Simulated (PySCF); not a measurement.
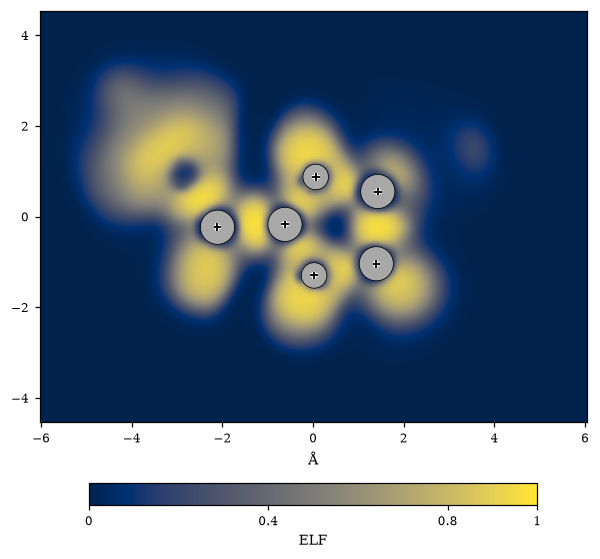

The ELF on a plane through atoms (crosses mark nuclei in the plane; grey discs cover the cores).

Theory: PySCF, PBE0/pcSseg-1, SCF density, gas phase, non-relativistic.

Candidates:
A. C₇H₉O₂ (charge +1)
B. C₇H₇Cl
C. C₉ (SMILES [C]=C=C=C=C=C=C=C=[C])

Question: Which system is this?

Answer: Candidate A: C₇H₉O₂ on the plane of atoms C3, C4 and O5, which holds C and O. C–O (1.25 Å): the ELF peaks at about 0.90 between the atoms (a polar covalent bond). C–O (1.30 Å): the ELF peaks at about 0.90 between the atoms; a short, strongly polar bond.
